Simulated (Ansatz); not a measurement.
```xyz
9

W    -0.5432   -0.5469    0.2159
F     0.2224    0.2305    1.7709
H     0.9132   -0.2408   -0.5123
H    -0.2487    0.9106   -0.5151
H    -1.9588    0.0718   -0.5086
H     0.0919   -1.9581   -0.5033
H    -0.4747   -0.4852   -1.4762
H     2.4192    2.4849    2.1562
H     1.8832    1.9337    2.1198
```

Core potentials replace the inner electrons of W.

Theory: RKS PBE-D4/def2-SVP (Ansatz 0.2.0).

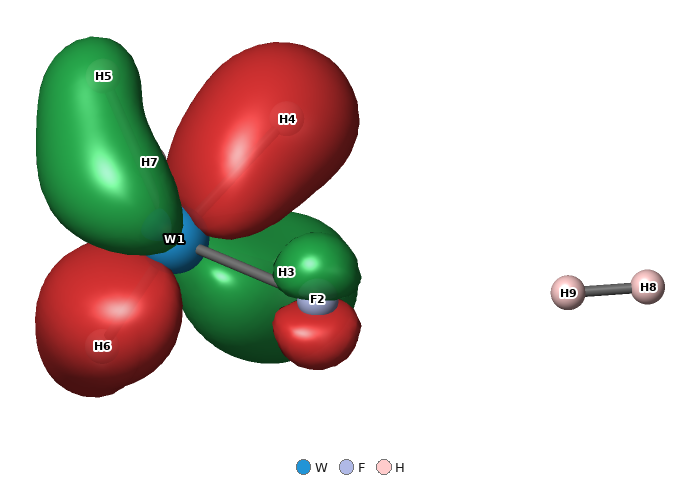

FH$_{5}$W···H$_{2}$. The HOMO−1 at ±0.15 Å⁻³ᐟ² (green and red are the two phases), seen at a tilt.

Question: Describe this orbital and give its energy.

Answer: It lies mainly on W1 (about 55 %), H3 (about 15 %) and H4 (about 15 %). Its energy is −7.43 eV.
